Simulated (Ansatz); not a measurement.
The reference is AlP in the zinc blende structure (space group F-43m, No. 216; a = 5.508 Å).

One thing is altered: 0.209 holes added to each cell, a density of 5.0×10^21 cm⁻³, with a uniform compensating background at fixed cell and a 300 K Fermi–Dirac width.

Calculations: Kohn–Sham DFT with the PBE functional, run in Ansatz (a first-principles code) with PAW and 420 eV plane waves, without spin-orbit coupling.

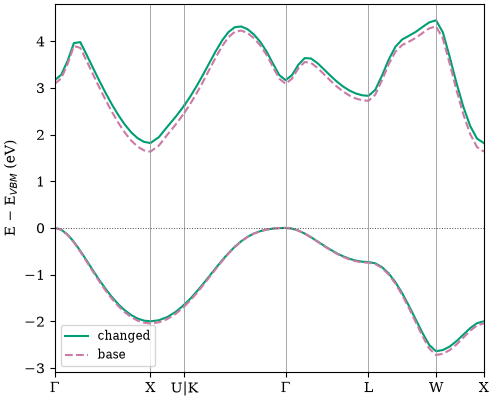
Highest valence and lowest conduction band along the path, each from its own valence-band maximum

Task: From the figure, how large is the changed gap, and is it direct?

Result: About 1.8 eV, indirect, Γ → X.

Carriers are added with a uniform compensating background; total energy and stress of such cells depend on the potential's zero and are not compared; many-body gap narrowing is missing at this level. No phonon test of stability was made.
